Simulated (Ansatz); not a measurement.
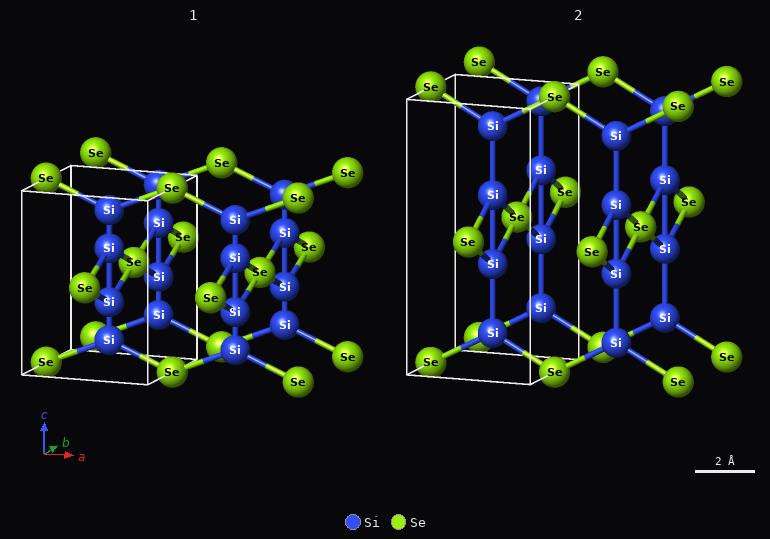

Two geometries of crystalline Si2Se (a generated structure, set up in P4_2/mmc) (coarse preliminary run), drawn at one scale. One is the start of a relaxation, the other its converged end. A ball-and-stick model of the cell of the calculation, repeated 2 × 2 × 1 with one cell outlined, seen slightly off an axis.

All numbers below come from DFT PBE, scalar-relativistic, plane waves, PAW in Ansatz 0.2.0. Settings: plane-wave cutoff 420 eV; k-point mesh 4 × 4 × 4; occupations gaussian; smearing width 0.1 eV; no spin polarisation; cell and atoms relaxed; force threshold 0.04 eV/Å; at most 70 steps.

Q: Which of the two is the end point?

A: Structure 2 is the relaxed one. After 12 accepted moves (14 points after the start) the energy has fallen by 7317 meV per atom. Largest force component: 63 eV/Å at the start, 0.022 eV/Å at the end. Pressure: 101.16 GPa at the start and 0.22 GPa at the end. The SCF was repeated twice at an unchanged geometry on a basis and grid sized afresh for the cell, which shifted the energy by 67.2 meV per atom at most. The largest moves relative to the cell, 0.21 Å, are those of Si atoms. Se stays in place. The drawn cell changes as follows: a = b 4.593 → 4.510 Å (−1.8 %), c 6.377 → 9.546 Å (+49.7 %); the volume changes by +44.3 %. Near-neighbour distances that change, for instance: Si–Si 1.322 → 2.393 Å, Se–Si 3.219 → 4.233 Å, Si–Si 1.866 → 2.381 Å, Se–Si 2.479 → 2.550 Å. Among the angles between lasting bonds that change: Se–Si–Se 135.8° → 124.3°, Si–Se–Si 135.8° → 124.3°, Si–Si–Se 67.9° → 62.2°. The space group stays P4_2/mmc (No. 131). The run took 48 s on 1 thread of Intel(R) Xeon(R) 6975P-C (Granite Rapids), with other jobs on the host, peak memory 0.52 GiB.
